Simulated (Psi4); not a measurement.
**P2H2 (phosphanylidenephosphane): a chain of runs**

Aim: a structure relaxation (M06-2X/cc-pVDZ), then the harmonic vibrations, then the energy (CCSD(T)/def2-TZVP) of P2H2 (phosphanylidenephosphane). 

The results are computed with Psi4 1.11.

### Step 1. The molecule

P2H2: 4 atoms, total charge 0, spin state singlet. As SMILES, `[H]/P=P/[H]`. The coordinates come from a GFN2-xTB relaxation. The run starts from this shape.

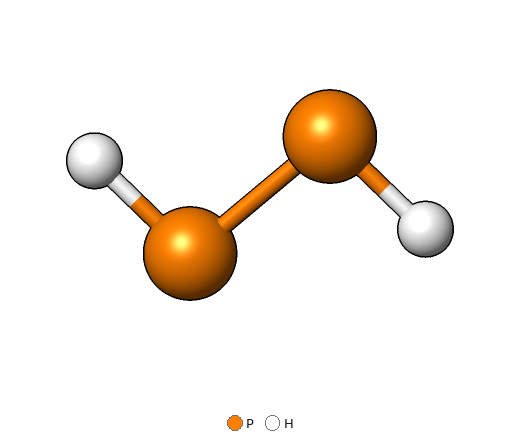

The structure, seen from a chosen angle (phosphorus orange, hydrogen white).

### Step 2. A structure relaxation at M06-2X/cc-pVDZ (density fitting) (run 1)

input.inp reads:

```
memory 1600 MB

molecule geom {
  0 1
  P     -0.024370    -1.003630     0.088350
  P      0.024420     1.003540    -0.088260
  H      1.037260    -1.067570     1.003320
  H     -1.037310     1.067660    -1.003410
}

set basis cc-pVDZ
set geom_maxiter 60

e_tot, wfn = optimize("m06-2x", return_wfn=True)
print_variables()
```

Started as:

```console
$ psi4 -i input.inp -o input.out -n 1
```

input.out:

```text
[...]
  Running in c1 symmetry.
[...]
  Nuclear repulsion =   76.759456495580409
[...]
  Multiplicity = 1
[...]
  Nalpha       = 16
  Nbeta        = 16
[...]
    Number of basis functions: 46
[...]
   @DF-RKS iter   1:  -683.80937244085135   -2.89674e-01   3.57460e-03 ADIIS/DIIS
[...]
   @DF-RKS iter   7:  -683.83073016198875   -1.13687e-13   1.88552e-09 DIIS
[...]
    Orbital Energies [Eh]
    ---------------------
    Doubly Occupied:
       1A    -78.066011     2A    -78.066009     3A     -6.871472
       4A     -6.871332     5A     -4.983696     6A     -4.983611
       7A     -4.983153     8A     -4.982787     9A     -4.981258
      10A     -4.980883    11A     -0.768700    12A     -0.610424
      13A     -0.417604    14A     -0.401852    15A     -0.317033
      16A     -0.306586
[...]
  @DF-RKS Final Energy:  -683.83073016198875
   => Energetics <=
    Nuclear Repulsion Energy =             76.0606438869514534
    One-Electron Energy =               -1096.4935619999780556
    Two-Electron Energy =                 358.9517190457394236
    DFT Exchange-Correlation Energy =     -22.3495310947013870
    Empirical Dispersion Energy =           0.0000000000000000
    VV10 Nonlocal Energy =                  0.0000000000000000
    Total Energy =                       -683.8307301619886402
[...]
  -Total Gradient:
     Atom            X                  Y                   Z
    ------   -----------------  -----------------  -----------------
       1       -0.000063985640    -0.000099152093     0.000089777586
       2       -0.000067114274     0.000115952856     0.000063702351
       3        0.000052655941     0.000038632205    -0.000091010129
       4        0.000076604529    -0.000055200671    -0.000060319089
[...]
```

On the terminal:

```text
Optimizer: Optimization complete!
```

Run time: 21 s. Hardware: 1 thread of AMD EPYC 7B13 (Zen 3), shared host; peak memory 0.57 GiB.

Step by step:

| step | energy from the first frame kept (eV) | largest force (eV/Å) |
| --- | --- | --- |
| 0 | 0.0000 | 0.8503 |
| 1 | -0.0248 | 0.0893 |
| 2 | -0.0250 | 0.0189 |
| 3 | -0.0250 | 0.0023 |
| 4 | -0.0250 | 0.0076 |

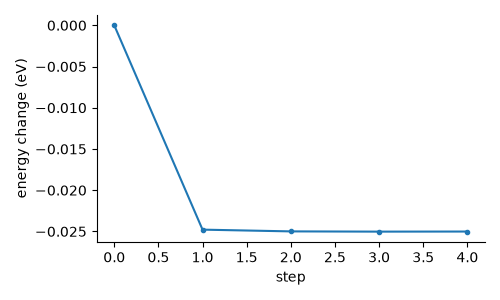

Energy along the run.

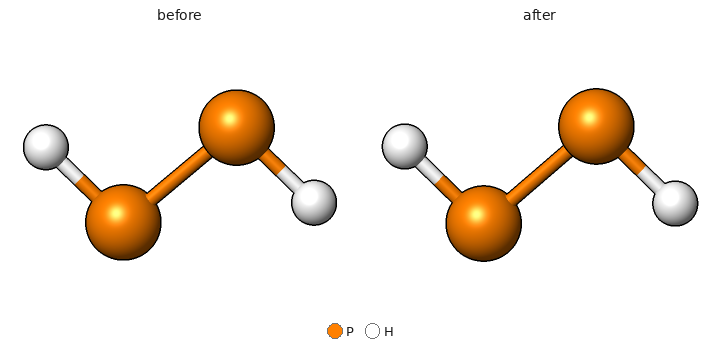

Before and after, at one scale.

After the run. Bond lengths: P1–P2 2.030 Å, P1–H3 1.435 Å, P2–H4 1.435 Å. Angles: P1–P2–H4 93.8°, P2–P1–H3 93.8°.

### Step 3. The harmonic vibrations at M06-2X/cc-pVDZ (density fitting) (run 2)

input.inp reads:

```
memory 1.6 GB

molecule m {
  0 1
  P     -0.035196    -1.011227     0.080012
  P      0.035148     1.011155    -0.079817
  H      1.052395    -1.071624     1.013769
  H     -1.049431     1.071165    -1.017096
  units angstrom
}

set globals {
  basis cc-pVDZ
  reference rks
  t 400.0
  rotational_symmetry_number 2
}

frequency("m06-2x")
print_variables()
```

Started as:

```console
$ psi4 input.inp input.out -n 1
```

input.out:

```text
[...]
  Running in c1 symmetry.
[...]
  Nuclear repulsion =   76.060666571938427
[...]
  Multiplicity = 1
[...]
  Nalpha       = 16
  Nbeta        = 16
[...]
    Number of basis functions: 46
[...]
   @DF-RKS iter   1:  -683.81068562096152   -3.30160e-01   3.52765e-03 DIIS/ADIIS
[...]
   @DF-RKS iter  10:  -683.83072908696738   -2.95586e-12   2.54195e-09 DIIS
[...]
  @DF-RKS Final Energy:  -683.83072908696738
   => Energetics <=
    Nuclear Repulsion Energy =             76.0492870845902189
    One-Electron Energy =               -1096.4703995574343480
    Two-Electron Energy =                 358.9396140633716641
    DFT Exchange-Correlation Energy =     -22.3492306774948766
    Empirical Dispersion Energy =           0.0000000000000000
    VV10 Nonlocal Energy =                  0.0000000000000000
    Total Energy =                       -683.8307290869673807
[...]
  -Total Gradient:
     Atom            X                  Y                   Z
    ------   -----------------  -----------------  -----------------
       1       -0.000415517709    -0.000077153318    -0.000213116349
       2        0.000284866576     0.000094003667     0.000368522663
       3        0.000413232520     0.000007104619     0.000220656154
       4       -0.000284412632    -0.000023723823    -0.000373908940
[...]
  ==> Harmonic Vibrational Analysis <==
[...]
  Freq [cm^-1]                 652.8375            687.3381            784.5275
[...]
  IR activ [km/mol]             0.0000              9.1958              0.0016
[...]
  Freq [cm^-1]                 975.1605           2375.3765           2390.5410
[...]
  IR activ [km/mol]             0.0001              0.0000             132.2397
[...]
  Total E_0, Enthalpy at 0 [K]                                                         -683.81281059 [Eh]
[...]
```

Run time: 87 s. Hardware: 1 thread of AMD EPYC 7B13 (Zen 3), shared host; peak memory 0.59 GiB.

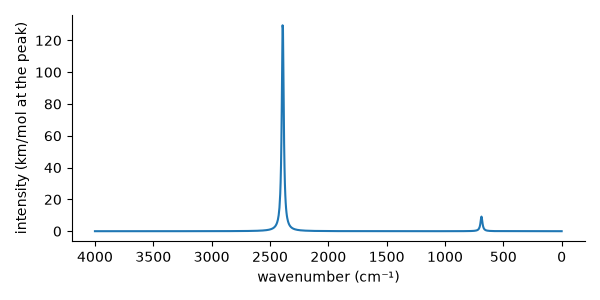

Harmonic infrared spectrum, unscaled, lines broadened by 10 cm⁻¹.

### Step 4. A single-point energy at CCSD(T)/def2-TZVP (run 3)

h2p2.py reads:

```python
import psi4

psi4.set_memory(1600000000)
psi4.set_num_threads(1)
psi4.set_output_file('run.log', False)

mol = psi4.geometry("""
0 1
P
P 1 2.029907
H 1 1.434714 2 93.83687
H 2 1.434714 1 93.83671 3 179.81387
symmetry c1
""")

options = {'basis': 'def2-TZVP', 'scf_type': 'pk', 'num_frozen_docc': 10}
psi4.set_options(options)

e = psi4.energy('ccsd(t)', molecule=mol)
print(f'total energy {e:.8f} hartree = {e * 27.211386:.5f} eV')
for k, v in sorted(psi4.core.scalar_variables().items()):
    print(f'{k:45s} {v:18.10f}')
```

Started as:

```console
$ python h2p2.py
```

run.log:

```text
[...]
  Running in c1 symmetry.
[...]
  Nuclear repulsion =   76.060668014558559
[...]
  Multiplicity = 1
[...]
  Nalpha       = 16
  Nbeta        = 16
[...]
    Number of basis functions: 86
[...]
   @RHF iter   1:  -682.60292594141004   -4.96022e-01   2.96242e-03 DIIS/ADIIS
[...]
   @RHF iter  10:  -682.63156928744036   -1.35287e-11   3.61213e-09 DIIS
[...]
  @RHF Final Energy:  -682.63156928744036
   => Energetics <=
    Nuclear Repulsion Energy =             76.0606680145585585
    One-Electron Energy =               -1096.0619655634268383
    Two-Electron Energy =                 337.3697282614280084
    Total Energy =                       -682.6315692874402430
[...]
 Multipole Moments:
 ------------------------------------------------------------------------------------
     Multipole            Electronic (a.u.)      Nuclear  (a.u.)        Total (a.u.)
 ------------------------------------------------------------------------------------
 L = 1.  Multiply by 2.5417464519 to convert [e a0] to [Debye]
 Dipole X            :          0.0043749           -0.0043570            0.0000179
 Dipole Y            :         -0.0000062            0.0000068            0.0000006
 Dipole Z            :          0.0000039           -0.0000037            0.0000002
 Magnitude           :                                                    0.0000179
[...]
      * MP2 total energy                      = -682.919053159013629
[...]
      * CCSD total energy                     = -682.954047308682902
[...]
      * CCSD(T) total energy                  = -682.972426163697719
```

On the terminal:

```text
total energy -682.97242616 hartree = -18584.62632 eV
(T) CORRECTION ENERGY                              -0.0183788550
CC D1 DIAGNOSTIC                                    0.0356873753
CC D2 DIAGNOSTIC                                    0.2261366789
CC NEW D1 DIAGNOSTIC                                0.0356873753
CC T1 DIAGNOSTIC                                    0.0163224653
CCSD CORRELATION ENERGY                            -0.3224780212
CCSD DOUBLES ENERGY                                -0.3224780212
CCSD ITERATIONS                                    13.0000000000
CCSD OPPOSITE-SPIN CORRELATION ENERGY              -0.2641433346
CCSD SAME-SPIN CORRELATION ENERGY                  -0.0583346867
CCSD SINGLES ENERGY                                 0.0000000000
CCSD TOTAL ENERGY                                -682.9540473087
CCSD(T) CORRELATION ENERGY                         -0.3408568763
CCSD(T) TOTAL ENERGY                             -682.9724261637
CURRENT CORRELATION ENERGY                         -0.3408568763
CURRENT ENERGY                                   -682.9724261637
CURRENT REFERENCE ENERGY                         -682.6315692874
DD SOLVATION ENERGY                                 0.0000000000
HF KINETIC ENERGY                                 682.5377389359
HF POTENTIAL ENERGY                             -1365.1693082233
HF TOTAL ENERGY                                  -682.6315692874
HF VIRIAL RATIO                                     2.0001374728
MP2 CORRELATION ENERGY                             -0.2874838716
MP2 DOUBLES ENERGY                                 -0.2874838716
MP2 OPPOSITE-SPIN CORRELATION ENERGY               -0.2255486617
MP2 SAME-SPIN CORRELATION ENERGY                   -0.0619352099
MP2 SINGLES ENERGY                                 -0.0000000000
MP2 TOTAL ENERGY                                 -682.9190531590
NUCLEAR REPULSION ENERGY                           76.0606680146
ONE-ELECTRON ENERGY                             -1096.0619655634
PCM POLARIZATION ENERGY                             0.0000000000
PE ENERGY                                           0.0000000000
SCF ITERATION ENERGY                             -682.6315692874
SCF ITERATIONS                                     10.0000000000
SCF TOTAL ENERGY                                 -682.6315692874
TWO-ELECTRON ENERGY                               337.3697282614
```

Run time: 14 s. Hardware: 1 thread of AMD EPYC 7B13 (Zen 3), shared host; peak memory 0.59 GiB.

### Step 5. Summary of results

| quantity | value |
| --- | --- |
| run 1, M06-2X/cc-pVDZ: total energy at the end | -683.83073 Eh |
| run 1, M06-2X/cc-pVDZ: dipole moment | 0.00 D |
| run 1, M06-2X/cc-pVDZ: HOMO energy | -8.34 eV |
| run 1, M06-2X/cc-pVDZ: LUMO energy | -1.93 eV |
| run 1, M06-2X/cc-pVDZ: HOMO–LUMO gap | 6.41 eV |
| run 2, M06-2X/cc-pVDZ: lowest harmonic wavenumber | 653 cm⁻¹ |
| run 2, M06-2X/cc-pVDZ: highest harmonic wavenumber | 2391 cm⁻¹ |
| run 2, M06-2X/cc-pVDZ: zero-point energy | 47.0 kJ/mol |
| run 2, M06-2X/cc-pVDZ: ideal-gas entropy at 400 K (symmetry number 2 as used) | 62.8 cal/(mol K) |
| run 3, CCSD(T)/def2-TZVP: total energy | -682.97243 Eh |
| run 3, CCSD(T)/def2-TZVP: HOMO energy (Hartree–Fock orbitals) | -9.64 eV |
| run 3, CCSD(T)/def2-TZVP: LUMO energy (Hartree–Fock orbitals) | 0.28 eV |
| run 3, CCSD(T)/def2-TZVP: HOMO–LUMO gap (Hartree–Fock orbitals) | 9.92 eV |
| run 3, CCSD(T)/def2-TZVP: correlation energy (10 core orbitals frozen) | -340.9 mEh |
| run 3, CCSD(T)/def2-TZVP: (T) correction | -18.38 mEh |
| run 3, CCSD(T)/def2-TZVP: T1 diagnostic | 0.016 |

What this shows: The optimisation (run 1, M06-2X/cc-pVDZ) took 5 steps and changed the energy by -0.025 eV. All 6 modes (run 2, M06-2X/cc-pVDZ) are real, so the shape is a minimum at this level. The triples (run 3, CCSD(T)/def2-TZVP) make up 5.4 % of the correlation energy.
